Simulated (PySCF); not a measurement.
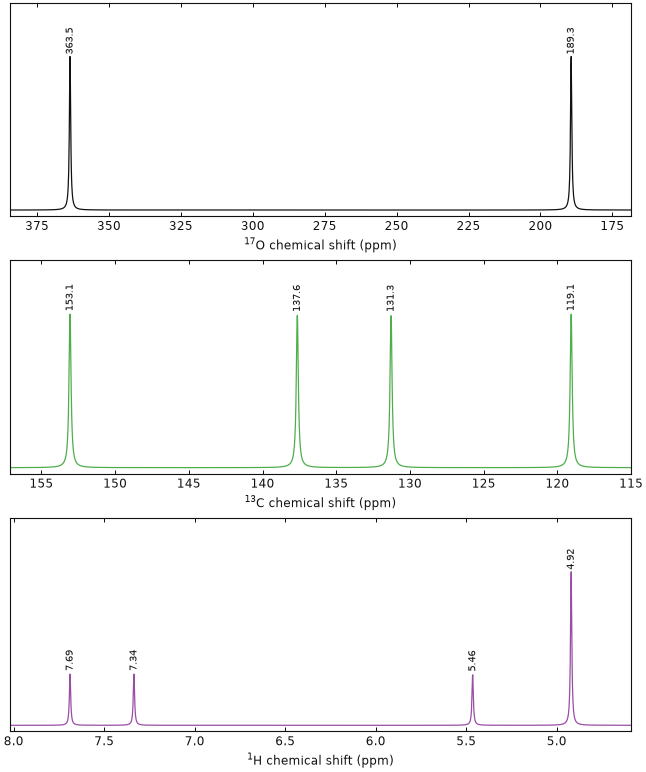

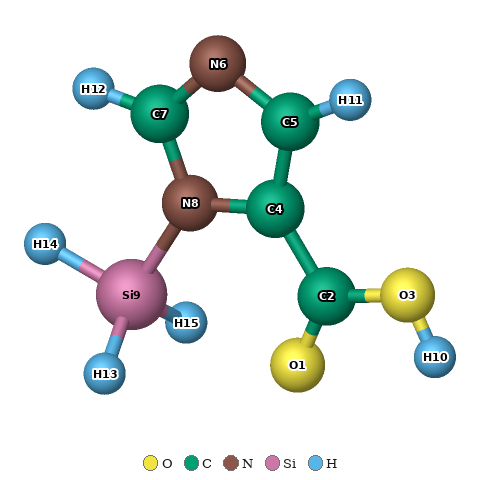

Spectrum and numbered structure of C₄H₆N₂O₂Si, SMILES O=C(O)c1cncn1[SiH3]. GIAO shifts, KT3/pcSseg-1 with PySCF 2.14.0, at a PBE0-D3(BJ)/def2-SVP geometry (no frequency check), against H₂O for ¹⁷O, TMS for ¹³C and TMS for ¹H computed at the same level (¹⁷O: a single water molecule, while the usual scale starts at liquid water and gives values some tens of ppm lower). Gas phase, fully decoupled, line heights follow the number of nuclei, widths are arbitrary (no quadrupolar broadening); values of one conformer, averaged over methyl-type rotors and exact or near symmetry; other conformers aren't averaged in. Protons on N, O or S are those of the isolated molecule, without hydrogen bonds to neighbours or exchange.

**Which atoms give which ¹⁷O line?**

```csv
δ (ppm),nuclei,atoms
363.5,1,O1
189.3,1,O3
```

**Which atoms give which ¹³C line?**

| δ (ppm) | nuclei | atoms |
| --- | --- | --- |
| 153.1 | 1 | C2 |
| 137.6 | 1 | C7 |
| 131.3 | 1 | C5 |
| 119.1 | 1 | C4 |

**Which ¹H nuclei are the least shielded, and which the most?**

Least shielded: H11 at 7.69 ppm. Most shielded: H13, H14 and H15 at 4.92 ppm.
